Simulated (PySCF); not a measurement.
AlH₃, SMILES `[AlH3]`.

Level of theory: B3LYP/def2-SVPD (PySCF), at a geometry from GFN2-xTB. No frequency check shows the geometry to be a minimum.

Cartesian coordinates (Å):

```
Al1      0.0000    0.0000    0.0000
H2      -1.0577    1.1372    0.0000
H3      -0.4560   -1.4846    0.0000
H4       1.5136    0.3474    0.0000
```

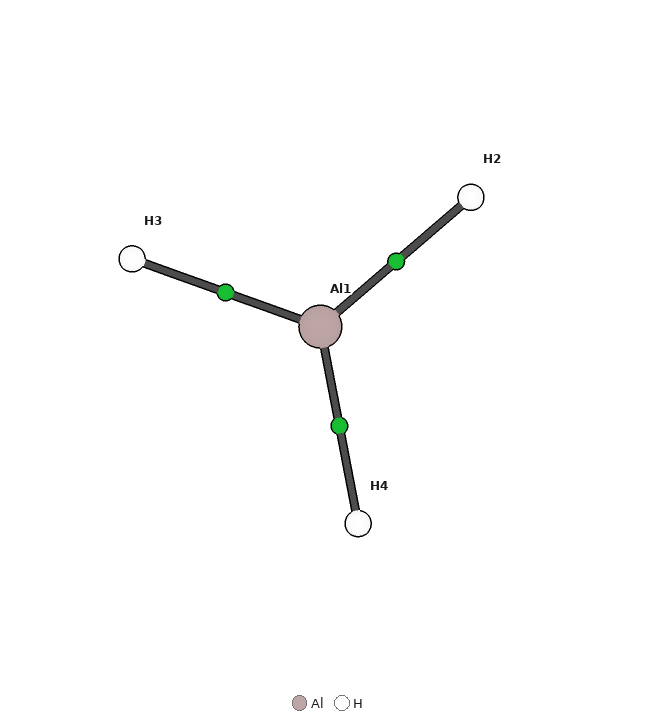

Molecular graph of the electron density (QTAIM): bond paths, bond critical points (green), ring points (magenta, if any); weak paths are dashed.

**How many critical points of each kind are there, and does the count close?**

4 nuclei, 3 bond, 0 ring and 0 cage critical points: 4 − 3 + 0 − 0 = 1, as the Poincaré–Hopf relation requires.

**Tabulate density, Laplacian, ellipticity and energy density at the bond critical points (atomic units).**

| bond | length (Å) | ρ (a.u.) | ∇²ρ (a.u.) | ε | H (a.u.) |
| --- | --- | --- | --- | --- | --- |
| Al1–H2 (3 alike) | 1.553 | 0.084 | +0.29 | 0.01 | −0.028 |

**What kind of interaction is Al1–H2?**

Polar or intermediate (positive Laplacian, negative energy density H): ρ = 0.084, ∇²ρ = +0.29, H = −0.028 a.u.
